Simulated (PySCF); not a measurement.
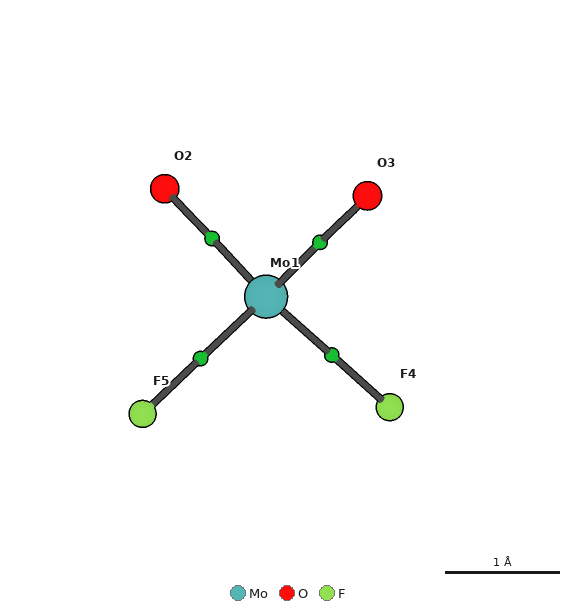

*F2MoO2. Molecular graph of the electron density (QTAIM): bond paths, bond critical points (green), ring points (magenta, if any); weak paths are dashed.*

PySCF calculation, TPSSh/def2-SVPD, gas phase; geometry: GFN2-xTB. Core potentials replace the inner electrons of Mo; spin–orbit coupling isn't included. This is a single-reference result, which may miss multireference character in this system. No frequency check shows the geometry to be a minimum. GFN2-xTB bond lengths at metals and heavier atoms can be off by up to 0.1 Å and shapes distorted, which carries into these values.

Input

```python
import numpy as np
from pyscf import gto, scf, dft
from pyscf.scf import atom_ks, atom_hf
from scipy.linalg import block_diag

def solve(mol, dm0=None, hcore=None):
    mf = (dft.UKS if mol.spin else dft.RKS)(mol, xc='tpssh')
    mf.grids.level = 3
    mf = mf.density_fit(auxbasis='def2-universal-jkfit')
    mf.conv_tol, mf.max_cycle = 1e-8, 80
    if hcore is not None:
        mf.get_hcore = lambda *args: hcore
    mf.kernel(dm0)
    if not mf.converged:
        mf = mf.newton().run(mf.mo_coeff, mf.mo_occ, max_cycle=30)
    assert mf.converged, 'SCF not converged'
    return mf

mol = gto.M(atom='''
Mo    -0.00002     0.04409    -0.00001
O      0.00120     0.96146    -1.35071
O     -0.00118     0.96140     1.35079
F      1.44492    -0.95745     0.00098
F     -1.44483    -0.95750    -0.00100
''', basis='def2-svpd', ecp={'Mo': 'def2-svpd'}, charge=0, spin=0, verbose=4)
mf = solve(mol)
mf.analyze()
# spherically averaged free atoms, for the promolecule
atom_ks.AtomSphAverageRKS.init_guess_by_vsap = lambda self, mol=None: self.init_guess_by_minao(mol)  # core potentials
atm = atom_ks.get_atm_nrks(mol, xc='tpssh')
pro = block_diag(*[(atm[a[0]][2] * atm[a[0]][3]) @ atm[a[0]][2].T for a in mol._atom])
np.savez('result.npz', e=mf.e_tot, c=mf.mo_coeff, occ=mf.mo_occ, eps=mf.mo_energy, pro=pro, dip=mf.dip_moment(verbose=0), s2=mf.spin_square()[0])
```

Launched as:

```sh
OMP_NUM_THREADS=1 python input.py
```

The run took 21 s on 1 thread of Arm Neoverse V2, on a shared host, peak memory 0.56 GiB.

Partitions, critical points and surface values were worked out afterwards from this run's density.

How many critical points of each kind are there, and does the count close?

5 nuclei, 4 bond, 0 ring and 0 cage critical points: 5 − 4 + 0 − 0 = 1, as the Poincaré–Hopf relation requires.

Tabulate density, Laplacian, ellipticity and energy density at the bond critical points (atomic units).

```
            bond  length (Å)  ρ (a.u.)  ∇²ρ (a.u.)     ε  H (a.u.)
Mo1–O2 (2 alike)       1.633     0.313       +0.84  0.02    −0.275
Mo1–F5 (2 alike)       1.758     0.194       +1.08  0.01    −0.068
```

What kind of interaction is Mo1–F5?

Polar or intermediate (positive Laplacian, negative energy density H): ρ = 0.194, ∇²ρ = +1.08, H = −0.068 a.u.
